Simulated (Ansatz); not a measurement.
The starting structures come from a database of crystals and need not be the phases stable at ambient conditions.

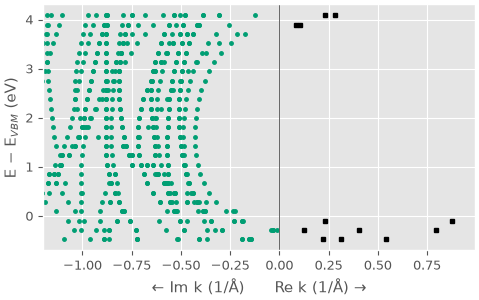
Complex bands at the centre of the two-dimensional zone; r2SCAN run with Ansatz (a quantum-chemistry and plane-wave program)

The gap is the functional's own. No spin-orbit coupling. Mid-gap values are interpolated on the energy grid.

Q: This is KSc(MoO4)2 (P-3m1, not sure to be the ambient phase, 12 atoms a cell, 18.5 Å³ an atom, -6 GPa at this level) along the normal of (110). Read off the slowest decay at the centre of the two-dimensional zone at 2.00 eV, the computed energy nearest the middle of the gap.

A: κ ≈ 0.43 1/Å, a decay length 1/(2κ) of the density of 1.2 Å.
